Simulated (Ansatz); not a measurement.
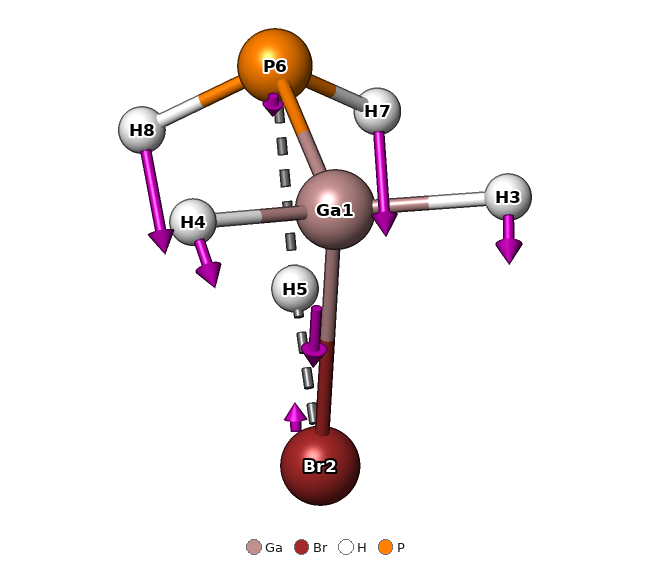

The arrows show one normal mode. Broken sticks mark bonds that form or break. Harmonic vibrations computed with RKS PBE0-D4/def2-TZVP (Ansatz 0.2.0) at a stationary point of the same level. It is a saddle point of order 1.

### At what wavenumber does it lie?

239 cm⁻¹; it is mode 4 of 18 counted from the lowest.
